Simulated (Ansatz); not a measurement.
H4PSi (SMILES [SiH3][PH]) (doublet)

```xyz
6

P     0.9636   -0.3650   -1.0948
Si   -0.1007    1.2520    0.0741
H     1.8980    0.5703   -1.6268
H    -1.2228    0.6443    0.8257
H     0.8270    1.9009    1.0337
H    -0.6389    2.2901   -0.8398
```

Geometry: B3LYP-D4/def2-TZVP.

Theory: Ansatz 0.2.0, isolated molecule in a Gaussian basis; Kohn-Sham density functional theory, functional PBE0.

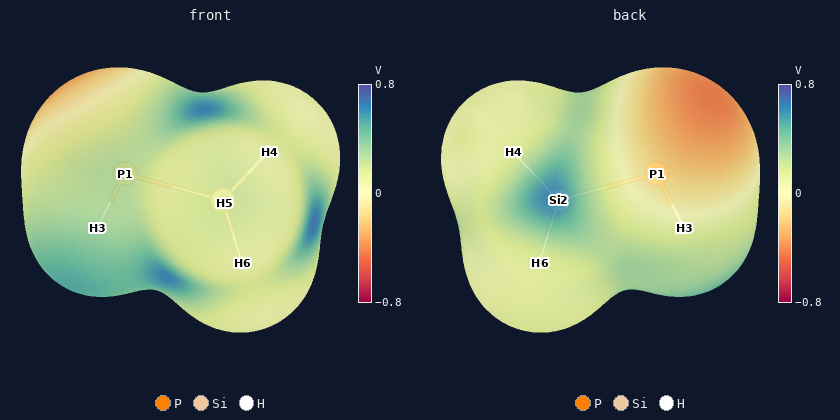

Figure 1. The electrostatic potential painted on the density surface at 0.001 e/bohr³, seen from the front and from behind; the colour scale runs from red (negative) to blue (positive).

Q: Describe the electrostatic potential map.

A: The most negative region (about −0.4 V) lies over P1, the most positive (about +0.6 V) over Si2.

Q: What dipole moment does the calculation give?

A: Its dipole moment is 0.61 D.

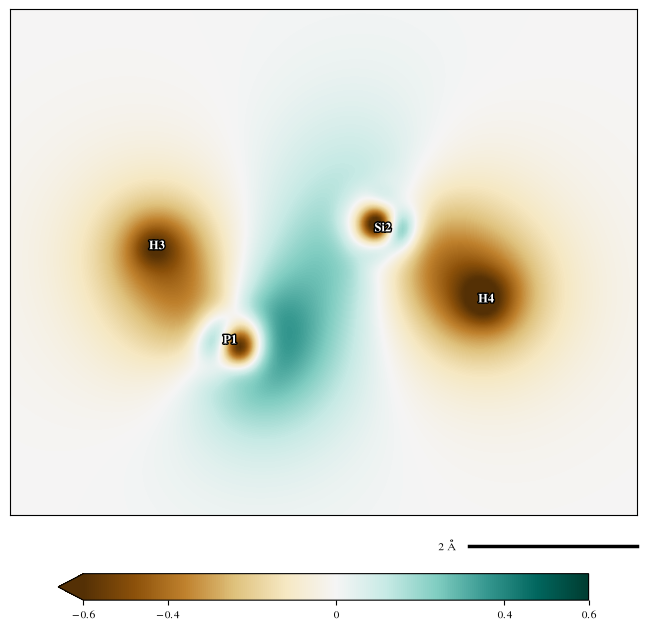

Figure 2. The HOMO−1 (β) on the plane of atoms P1, Si2 and H4 (values in Å⁻³ᐟ²; the overall sign is arbitrary).

Q: What is the character of this orbital?

A: Its weight (Hirshfeld) is mainly on P1 (about 30 %), Si2 (about 25 %), H4 (about 25 %) and H3 (about 15 %). Its energy is −9.42 eV.

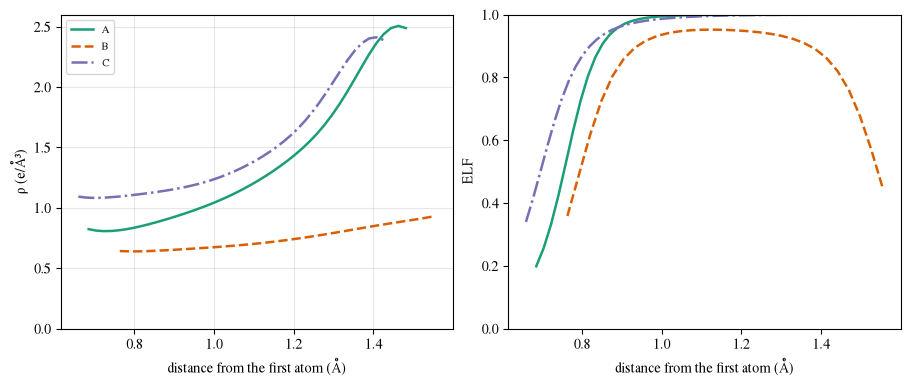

Figure 3. Electron density and electron localisation function along straight lines between neighbouring atoms. The curves leave out the atomic cores.

Q: Which curve belongs to which contact (P–H, Si–H and Si–P)? The first atom named is at distance zero.

A: Curve A: Si–H (1.48 Å): ρ at the midpoint is about 0.81 e/Å³; the ELF climbs to about 1 towards the hydrogen, as it does in any bond to H. Curve B: Si–P (2.26 Å): ρ at the midpoint is about 0.71 e/Å³, with its minimum of 0.64 e/Å³ about 0.8 Å from Si; the ELF peaks at about 0.95 between the atoms, as expected for a covalent bond. Curve C: P–H (1.43 Å): ρ is about 1.1 e/Å³ halfway; the ELF climbs to about 1 towards the hydrogen.

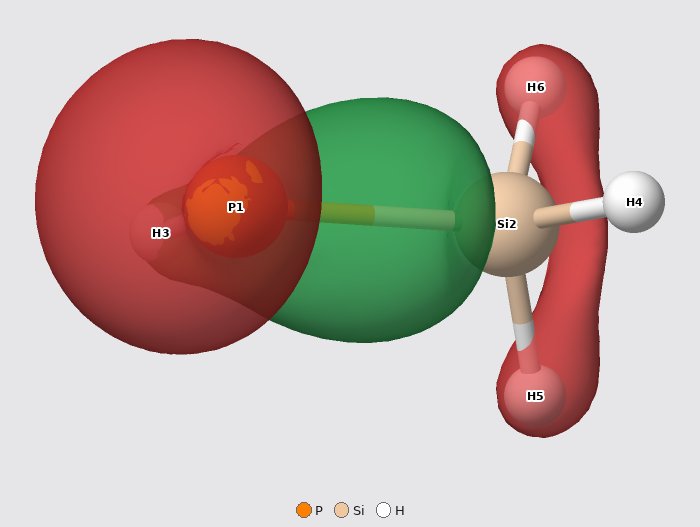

Figure 4. One frontier orbital at ±0.15 Å⁻³ᐟ² (green and red are the two phases), seen from one side.

Q: Which orbital is it: HOMO (β) or LUMO (β)?

A: The HOMO (β), at −7.82 eV. By Hirshfeld shares it lies mainly on P1 (about 70 %) and Si2 (about 20 %).
